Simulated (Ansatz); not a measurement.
**C4H4Ge: density, localisation and related maps**

Input

```
crystal:
  periodic: [false, false, false]
  atoms:
    - {symbol: Ge, position_ang: [-0.820512, -0.031052, -0.561041]}
    - {symbol: C, position_ang: [-0.780651, -0.020646, 1.337780]}
    - {symbol: C, position_ang: [-0.758697, -0.017623, 2.553031]}
    - {symbol: H, position_ang: [-0.740126, -0.015047, 3.628613]}
    - {symbol: C, position_ang: [0.963008, 0.025804, -1.211431]}
    - {symbol: C, position_ang: [2.101588, 0.068351, -1.634693]}
    - {symbol: H, position_ang: [3.109539, 0.104854, -2.008766]}
    - {symbol: H, position_ang: [-1.578757, 1.204989, -1.058455]}
    - {symbol: H, position_ang: [-1.495383, -1.319629, -1.045047]}
basis:
  gaussian: {orbitals: def2-TZVP, initial_orbitals: start.molden}
hamiltonian: {xc: pbe0, dispersion: d4}
scf: {omitted_lower_state_checks: [starts]}
output: {orbitals: {seedname: orbitals}}
```

Launched as:

```sh
ansatz run in.yaml --threads 2 --pin off --events-out ev --progress --plain --max-ram 4352MiB
```

Geometry: PBE0-D4/def2-SVP.

Computed with RKS PBE0-D4/def2-TZVP (Ansatz).

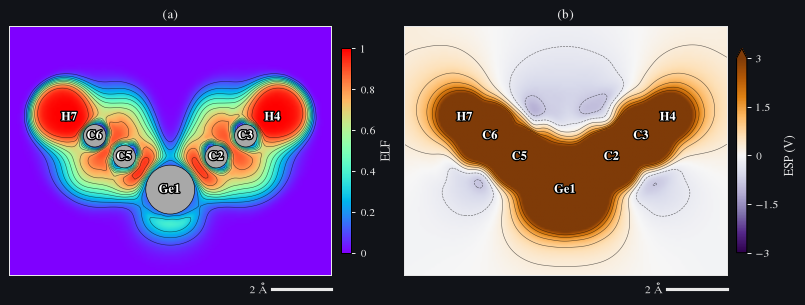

Figure 1. (a) ELF; (b) electrostatic potential on the plane of atoms C2, Ge1 and C5. Grey discs cover the atomic cores in the ELF map.

### What do the fields say about this system?

- Atoms in the plane: Ge, C and H.
- C–C (1.22 Å): the ELF peaks at about 0.85 between the atoms (a multiple bond).
- C–Ge (1.90 Å): the ELF peaks at about 0.95 in the valence shell of C, 0.7 Å from its nucleus, and is about 0.65 at the midpoint.
- C–H (1.08 Å): the ELF climbs to about 1 towards the hydrogen, as it does in any bond to H (an ordinary covalent bond to hydrogen).
- Outside the dense part of the molecule the potential is most negative (−1.1 V) near C2 and C5.

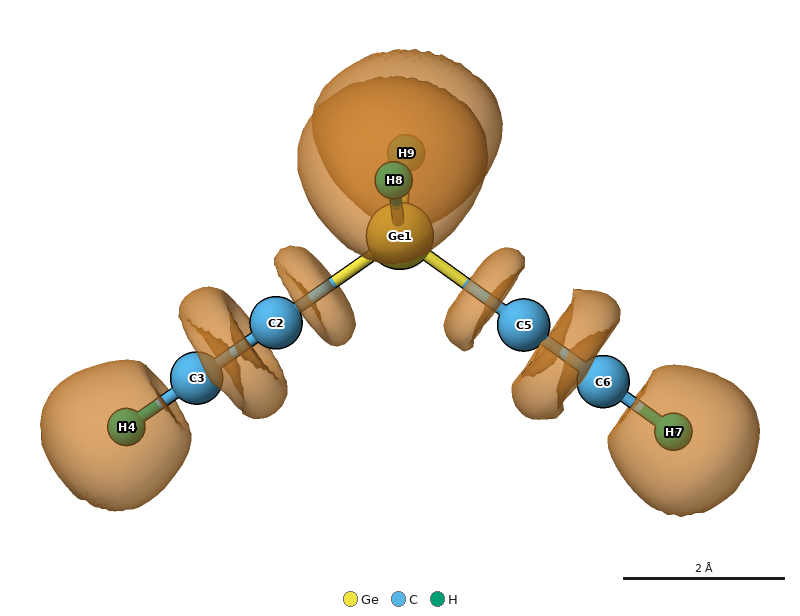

Figure 2. Isosurface of the ELF at 0.8 (orange), seen across its widest extent. Core shells and regions of very low density are left out.

### What do the ELF domains correspond to?

The surface consists of two regions between bonded C–C atoms (shared pairs), four regions around hydrogen nuclei and two lobes of the valence shell of C pointing towards Ge (polar bonds).

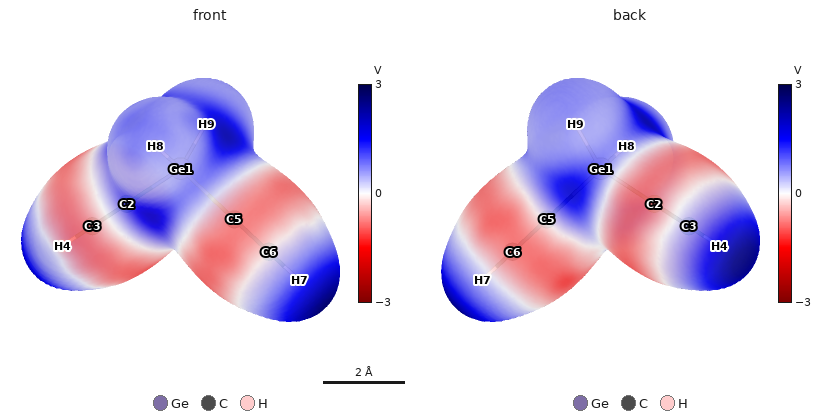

Figure 3. The electrostatic potential painted on the density surface at 0.004 e/bohr³, seen from the front and from behind; the colour scale runs from red (negative) to blue (positive).

### Which sites attract a positive test charge, and which a negative one?

A positive charge is drawn to the negative regions and a negative charge to the positive ones. The most negative region (about −1.0 V, or −23 kcal/mol for a unit charge) lies over C5 and C6, the most positive (about +2.6 V, or +60 kcal/mol for a unit charge) over H4 and H7.

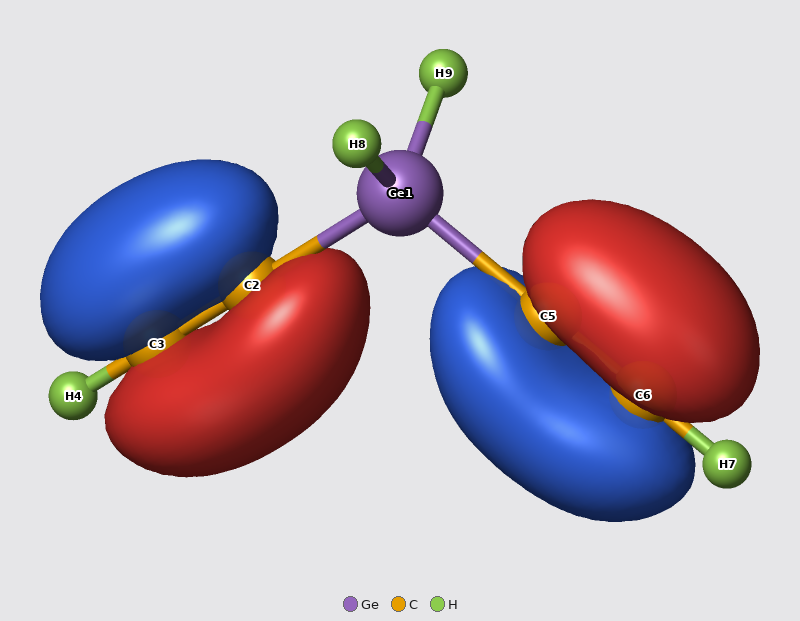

Figure 4. The HOMO−1 at ±0.1 Å⁻³ᐟ² (blue and red are the two phases), seen at a tilt.

### What is the character of this orbital?

Its weight (Hirshfeld) is mainly on C3 (about 25 %), C6 (about 25 %), C5 (about 25 %) and C2 (about 25 %). Its energy is −8.22 eV.
